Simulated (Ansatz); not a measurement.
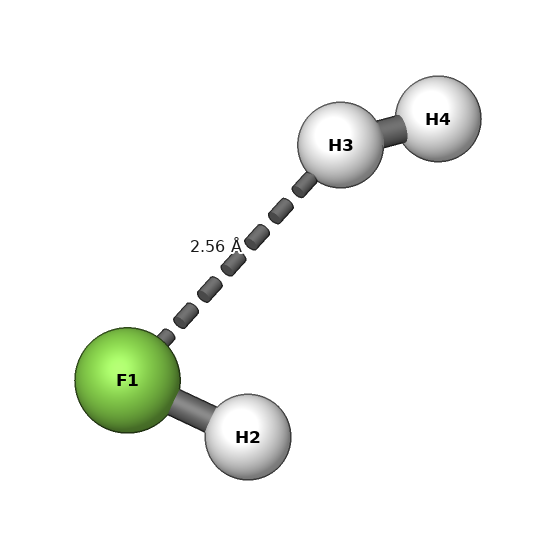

Two molecules or ions; the broken line marks their closest contact (measured against van der Waals radii). Geometry: a pair of rigid molecules at a changed separation. Program: Ansatz 0.2.0.

**Which two species are they?**

HF and H2 (`F.[H][H]`).

Give the counterpoise-corrected interaction energy (kJ/mol, monomers kept as in the pair) with RHF-CCSD(T) (frozen core)/def2-TZVPPD; B3LYP-D4/def2-TZVPPD; PBE-D4/def2-TZVPPD; r2SCAN-D4/def2-TZVPPD; ωB97M-V/def2-TZVPPD; PBE0-D4/def2-TZVPPD.

```json
{"level": "RHF-CCSD(T) (frozen core)/def2-TZVPPD", "interaction energy (kJ/mol)": "−0.9"}
{"level": "B3LYP-D4/def2-TZVPPD", "interaction energy (kJ/mol)": "−1.0"}
{"level": "PBE-D4/def2-TZVPPD", "interaction energy (kJ/mol)": "−2.2"}
{"level": "r2SCAN-D4/def2-TZVPPD", "interaction energy (kJ/mol)": "−1.2"}
{"level": "ωB97M-V/def2-TZVPPD", "interaction energy (kJ/mol)": "−1.3"}
{"level": "PBE0-D4/def2-TZVPPD", "interaction energy (kJ/mol)": "−1.8"}
```
